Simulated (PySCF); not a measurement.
C$_{5}$H$_{5}$Br

Input file:

```
{"job": {"kind": "uv", "xc": "wB97X-D", "basis": "def2-SVPD", "nstates": 8, "ntriplets": 3}, "charge": 0, "multiplicity": 1}
C      2.023652    -0.275630     0.056613
C      0.801605    -0.080828    -0.411856
C     -0.409410    -0.108718     0.422955
C     -1.750461    -0.512220    -0.183275
C     -1.592467     0.751481     0.065594
Br    -2.240988     2.481628     0.041844
H      2.891337    -0.247097    -0.578469
H      2.200681    -0.471895     1.101211
H      0.636201     0.118143    -1.463242
H     -0.226413    -0.328771     1.472625
H     -2.328313    -1.323422    -0.549965
```

Command:

```sh
OMP_NUM_THREADS=1 python probes_run.py task.json out
```

Geometry: GFN2-xTB.

Method: wB97X-D/def2-SVPD, SCF density, gas phase (PySCF).

> What will maps of the electron density and electron localisation function show?

C–C (1.30 Å): ρ at the midpoint is about 2.3 e/Å³; the ELF peaks at about 0.85 between the atoms (a short, multiple covalent bond).
C–Br (1.85 Å): ρ is about 1.2 e/Å³ halfway; the ELF peaks at about 0.90 between the atoms; a covalent bond.
C–H (1.06 Å): ρ is about 2 e/Å³ halfway; the ELF climbs to about 1 towards the hydrogen, as it does in any bond to H: an ordinary covalent bond to hydrogen.

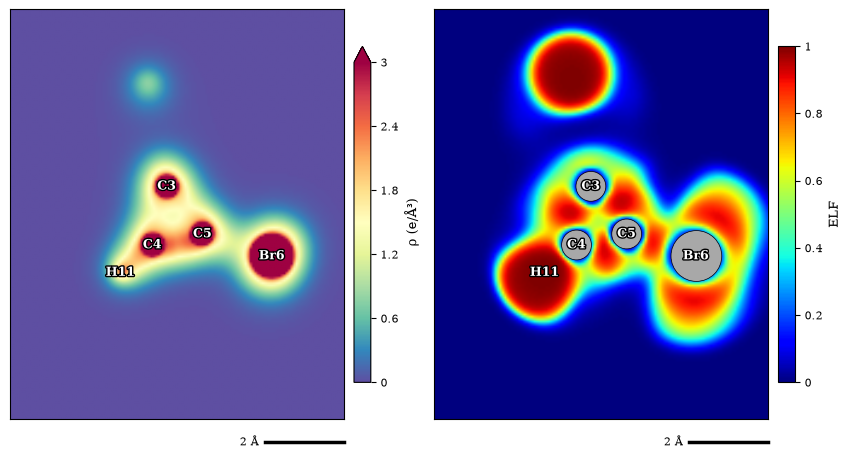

Computed electron density and electron localisation function on the plane of atoms C3, C5 and C4, in this order. Grey discs cover the atomic cores in the ELF map. 
